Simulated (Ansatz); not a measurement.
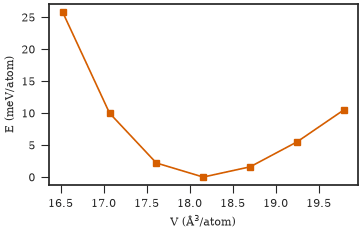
Fig. 1. MoS$_{2}$ in space group P6_3/mmc (No. 194; Mo on 2c, S on 4f) under volume change, r²SCAN+D4 (plane waves, PAW; program Ansatz), shape and atoms relaxed at each volume.

Q: What does a third-order Birch–Murnaghan fit give for V₀, B₀ and B′?

A: V₀ = 18.17 Å³/atom, B₀ = 36.0 GPa, B′ = 13.5.

The r²SCAN+D4 relaxation kept the symmetry of its start. The run is not spin-polarised.

Potentials: the later of the program's two PAW sets.
